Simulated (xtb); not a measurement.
## Run report: CH7BSi (charge +1), energy and gradient calculation

The run: energy and gradient calculation of CH7BSi, charge +1, multiplicity 2. Method and program: GFN2-xTB, ALPB solvent phenol (xtb 6.7.1).

The geometry is that of the parent species in another charge or spin state.

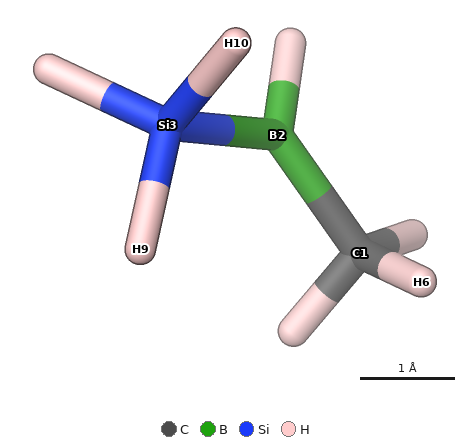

**Figure 1.** The structure (stick view, seen at a tilt; atoms are numbered from 1 in the order of the input). Bond lengths as drawn: B–C 1.57 Å, B–H 1.18 Å, B–Si 1.95 Å, C–H 1.10 to 1.12 Å and H–Si 1.46 to 1.48 Å.

The input:
```python
import subprocess
from rdkit import Chem
from rdkit.Chem import AllChem

mol = Chem.AddHs(Chem.MolFromSmiles("CB[SiH3]"))
AllChem.EmbedMolecule(mol, randomSeed=880)
Chem.MolToXYZFile(mol, "embedded.xyz")
run = subprocess.run(["xtb", "embedded.xyz", "--grad", "--gfn", "2", "--alpb", "phenol", "-c", "1", "-u", "1", "-v"], capture_output=True, text=True)
print(run.stdout)
```

File embedded.xyz:
```
10

C     -1.510939    0.175828   -0.429032
B     -0.233208   -0.584783    0.064956
Si     1.571465    0.147179   -0.060597
H     -2.406731   -0.468265   -0.257750
H     -1.423059    0.258590   -1.541956
H     -1.611154    1.182618   -0.001041
H     -0.377592   -1.596608    0.660637
H      2.444103   -0.934993   -0.528513
H      1.646883    1.239635   -1.033017
H      1.900232    0.580800    1.313744
```

Hardware: 1 thread of Arm Neoverse V1, 24 GiB of memory available, shared host.

Launched with:
```bash
python run_xtb.py
```

What the program printed:
```
* xtb version 6.7.1
$$$$$$$$$$$$$$$$$$$$$$$$$$$$$$$$$$$$$$$$$$$$$$$$$$$$$$$$$$$$$$$$$$$$$$$$
 CONSTRAINTS & SCANS: DEBUG SECTION
$$$$$$$$$$$$$$$$$$$$$$$$$$$$$$$$$$$$$$$$$$$$$$$$$$$$$$$$$$$$$$$$$$$$$$$$
   ID    Z sym.   atoms
    1    6 C      1
    2    5 B      2
    3   14 Si     3
    4    1 H      4-10
$$$$$$$$$$$$$$$$$$$$$$$$$$$$$$$$$$$$$$$$$$$$$$$$$$$$$$$$$$$$$$$$$$$$$$$$

           -------------------------------------------------
          |                Calculation Setup                |
           -------------------------------------------------

          program call               : xtb embedded.xyz --grad --gfn 2 --alpb phenol -c 1 -u 1 -v
          coordinate file            : embedded.xyz
          xtbhome directory          : .
          path for xtb               : [file]
          xcontrol input file        : embedded.xyz
          omp threads                :                     1

           -------------------------------------------------
          |                 G F N 2 - x T B                 |
           -------------------------------------------------

      * Hamiltonian:
        H0-scaling (s, p, d)           1.850000    2.230000    2.230000
        zeta-weighting                 0.500000
      * Dispersion:
        s8                             2.700000
        a1                             0.520000
        a2                             5.000000
        s9                             5.000000
      * Repulsion:
        kExp                           1.500000    1.000000
        rExp                           1.000000
      * Coulomb:
        alpha                          2.000000
        third order                    shell-resolved
        anisotropic                    true
        a3                             3.000000
        a5                             4.000000
        cn-shift                       1.200000
        cn-exp                         4.000000
        max-rad                        5.000000

      * Solvation model:               ALPB
        Solvent                        phenol
        Parameter file                 internal GFN2-xTB/ALPB
        Dielectric constant                1.2400E+01
        Reference state                gsolv [1 M gas/solution]
        Free energy shift                  2.4277E-03 Eh       1.5234E+00 kcal/mol
        Temperature                        2.9815E+02 K
        Density                            1.0700E+00 kg/L
        Solvent mass                       9.4110E+01 g/mol
        Interaction kernel             P16
        Born radius scaling (c1)           1.2988E+00
        Born radii integrator          GBOBC
        Born offset                        0.0000E+00 a0       0.0000E+00 AA
        H-bond correction              true
        Ion screening                  false
        Surface tension                    1.0000E-05 Eh       1.5569E+01 dyn/cm
        Grid points                               230 per atom

          ...................................................
          :                      SETUP                      :
          :.................................................:
          :  # basis functions                  25          :
          :  # atomic orbitals                  24          :
          :  # shells                           14          :
          :  # electrons                        17          :
          :  max. iterations                   250          :
          :  Hamiltonian                  GFN2-xTB          :
          :  restarted?                      false          :
          :  GBSA solvation                   true          :
          :  PC potential                    false          :
          :  electronic temp.          300.0000000     K    :
          :  accuracy                    1.0000000          :
          :  -> integral cutoff          0.2500000E+02      :
          :  -> integral neglect         0.1000000E-07      :
          :  -> SCF convergence          0.1000000E-05 Eh   :
          :  -> wf. convergence          0.1000000E-03 e    :
          :  Broyden damping             0.4000000          :
          :  net charge                          1          :
          :  unpaired electrons                  1          :
          ...................................................

 iter      E             dE          RMSdq      gap      omega  full diag
   1     -8.1728663 -0.817287E+01  0.844E+00    2.86       0.0  T
   2     -8.2919525 -0.119086E+00  0.627E+00    1.73       1.0  T
   3     -8.2945967 -0.264418E-02  0.325E+00    2.65       1.0  T
   4     -8.3375554 -0.429587E-01  0.201E+00    2.20       1.0  T
   5     -8.3443517 -0.679628E-02  0.141E+00    2.29       1.0  T
   6     -8.3471957 -0.284407E-02  0.372E-01    2.34       1.0  T
   7     -8.3471935  0.227768E-05  0.194E-01    2.34       1.0  T
   8     -8.3472200 -0.265889E-04  0.677E-02    2.35       1.0  T
   9     -8.3472441 -0.240208E-04  0.319E-02    2.35       1.0  T
  10     -8.3472470 -0.290840E-05  0.395E-03    2.35       8.0  T
  11     -8.3472470 -0.198829E-08  0.154E-03    2.35      20.5  T
  12     -8.3472470 -0.883364E-08  0.392E-04    2.35      80.7  T
  13     -8.3472470 -0.376463E-10  0.163E-04    2.35     193.7  T

   *** convergence criteria satisfied after 13 iterations ***

         #    Occupation            Energy/Eh            Energy/eV
      -------------------------------------------------------------
         1        2.0000           -0.7744644             -21.0742
       ...           ...                  ...                  ...
         3        2.0000           -0.5324896             -14.4898
         4        2.0000           -0.5022615             -13.6672
         5        2.0000           -0.4978473             -13.5471
         6        2.0000           -0.4730395             -12.8721
         7        2.0000           -0.4627292             -12.5915
         8        2.0000           -0.4538119             -12.3489
         9        1.0000           -0.4177078             -11.3664 (HOMO)
        10                         -0.3312500              -9.0138 (LUMO)
        11                         -0.2314931              -6.2992
        12                         -0.2197752              -5.9804
        13                         -0.2052211              -5.5844
        14                         -0.1427238              -3.8837
       ...                                ...                  ...
        24                          0.6585930              17.9212
      -------------------------------------------------------------
                  HL-Gap            0.0864578 Eh            2.3526 eV
             Fermi-level           -0.4051194 Eh          -11.0239 eV

 SCC (total)                   0 d,  0 h,  0 min,  0.006 sec
 SCC setup                      ...        0 min,  0.001 sec ( 11.749%)
 Dispersion                     ...        0 min,  0.000 sec (  0.757%)
 classical contributions        ...        0 min,  0.000 sec (  0.199%)
 integral evaluation            ...        0 min,  0.000 sec (  7.896%)
 iterations                     ...        0 min,  0.003 sec ( 49.357%)
 molecular gradient             ...        0 min,  0.001 sec ( 15.122%)
 printout                       ...        0 min,  0.001 sec ( 14.634%)

         :::::::::::::::::::::::::::::::::::::::::::::::::::::
         ::                     SUMMARY                     ::
         :::::::::::::::::::::::::::::::::::::::::::::::::::::
         :: total energy              -8.245105524591 Eh    ::
         :: w/o Gsasa/hb/shift        -8.242163832428 Eh    ::
         :: gradient norm              0.070673643012 Eh/a0 ::
         :: HOMO-LUMO gap              2.352637739681 eV    ::
         ::.................................................::
         :: HOMO orbital eigv.       -11.366408908369 eV    ::
         :: LUMO orbital eigv.        -9.013771168688 eV    ::
         ::.................................................::
         :: SCC energy                -8.347243755910 Eh    ::
         :: -> isotropic ES            0.122473509399 Eh    ::
         :: -> anisotropic ES         -0.009492914678 Eh    ::
         :: -> anisotropic XC          0.002273959119 Eh    ::
         :: -> dispersion             -0.003182374964 Eh    ::
         :: -> Gsolv                  -0.087759177591 Eh    ::
         ::    -> Gelec               -0.084817485428 Eh    ::
         ::    -> Gsasa               -0.005046284056 Eh    ::
         ::    -> Ghb                 -0.000323095930 Eh    ::
         ::    -> Gshift               0.002427687824 Eh    ::
         :: repulsion energy           0.102138231319 Eh    ::
         :: add. restraining           0.000000000000 Eh    ::
         :: total charge               1.000000000000 e     ::
         ::.................................................::
         :: atomisation energy         1.490276464539 Eh    ::
         :::::::::::::::::::::::::::::::::::::::::::::::::::::

           -------------------------------------------------
          |                Property Printout                |
           -------------------------------------------------

    * Orbital Energies and Occupations

         #    Occupation            Energy/Eh            Energy/eV
      -------------------------------------------------------------
         1        2.0000           -0.7744644             -21.0742
         2        2.0000           -0.6138982             -16.7050
         3        2.0000           -0.5324896             -14.4898
         4        2.0000           -0.5022615             -13.6672
         5        2.0000           -0.4978473             -13.5471
         6        2.0000           -0.4730395             -12.8721
         7        2.0000           -0.4627292             -12.5915
         8        2.0000           -0.4538119             -12.3489
         9        1.0000           -0.4177078             -11.3664 (HOMO)
        10                         -0.3312500              -9.0138 (LUMO)
        11                         -0.2314931              -6.2992
        12                         -0.2197752              -5.9804
        13                         -0.2052211              -5.5844
        14                         -0.1427238              -3.8837
        15                         -0.1114948              -3.0339
        16                          0.1225142               3.3338
        17                          0.1266647               3.4467
        18                          0.1869575               5.0874
        19                          0.2320398               6.3141
        20                          0.3373493               9.1797
       ...                                ...                  ...
        24                          0.6585930              17.9212
      -------------------------------------------------------------
                  HL-Gap            0.0864578 Eh            2.3526 eV
             Fermi-level           -0.4051194 Eh          -11.0239 eV

     #   Z          covCN         q      C6AA      α(0)
     1   6          3.665    -0.209    24.944     7.163
     2   5          2.775     0.257    17.513     6.998
     3  14          3.690     0.501    97.197    18.885
     4   1          0.920     0.131     1.526     1.932
     5   1          0.920     0.137     1.485     1.906
     6   1          0.923     0.136     1.487     1.907
     7   1          0.934     0.011     2.878     2.653
     8   1          0.917     0.005     2.977     2.699
     9   1          0.918     0.008     2.920     2.673
    10   1          0.914     0.023     2.695     2.568

 Mol. C6AA /au·bohr⁶  :        858.515615
 Mol. C8AA /au·bohr⁸  :      29515.850485
 Mol. α(0) /au        :         49.382501

Wiberg/Mayer (AO) data.
largest (>0.10) Wiberg bond orders for each atom

 ---------------------------------------------------------------------------
     #   Z sym  total        # sym  WBO       # sym  WBO       # sym  WBO
 ---------------------------------------------------------------------------
     1   6      3.982 --     2      1.235     6      0.916     4      0.895
                             5      0.895
     2   5      3.066 --     1      1.235     7      0.965     3      0.584
     3  14      3.249 --     9      0.886     8      0.872    10      0.854
                             2      0.584
     4   1      0.980 --     1      0.895
     5   1      0.981 --     1      0.895
     6   1      0.981 --     1      0.916
     7   1      0.999 --     2      0.965
     8   1      0.999 --     3      0.872
     9   1      0.999 --     3      0.886
    10   1      0.998 --     3      0.854
 ---------------------------------------------------------------------------

Topologies differ in total number of bonds
Writing topology from bond orders to xtbtopo.mol

molecular dipole:
                 x           y           z       tot (Debye)
 q only:        0.714       0.046      -0.271
   full:        0.603      -0.015      -0.306       1.720
molecular quadrupole (traceless):
                xx          xy          yy          xz          yz          zz
 q only:        6.925       0.435      -3.409       1.225      -0.211      -3.516
  q+dip:        5.051      -0.524      -2.372       1.758      -0.480      -2.679
   full:        6.145       0.312      -3.408       1.605       0.595      -2.737

           -------------------------------------------------
          | TOTAL ENERGY               -8.245105524591 Eh   |
          | GRADIENT NORM               0.070673643012 Eh/α |
          | HOMO-LUMO GAP               2.352637739681 eV   |
           -------------------------------------------------

------------------------------------------------------------------------
 unit  open   action     filename
   10 false : read       embedded.xyz
   10 false : read       embedded.xyz
   10 false : read       embedded.xyz
   10 false : read       [file]
   10 false : written    energy
   11 false : written    gradient
   10 false : written    embedded.engrad
   10 false : written    charges
   10 false : written    wbo
   10 false : written    xtbtopo.mol
   10 false : written    xtbrestart

------------------------------------------------------------------------
------------------------------------------------------------------------
 total:
 *  cpu-time:     0 d,  0 h,  0 min,  0.014 sec
 * ratio c/w:     0.860 speedup
 SCF:
 *  cpu-time:     0 d,  0 h,  0 min,  0.005 sec
 * ratio c/w:     0.804 speedup
```

Results in brief:

| quantity | value |
| --- | --- |
| outcome | converged |
| electrons treated | 17 |
| total energy | −8.245106 hartree |
| dispersion energy | −0.003182 hartree |
| solvation energy | −0.087759 hartree |
| basis functions | 25 |
| largest force | 2.607 eV/Å |
| peak memory | 0.079 GiB |
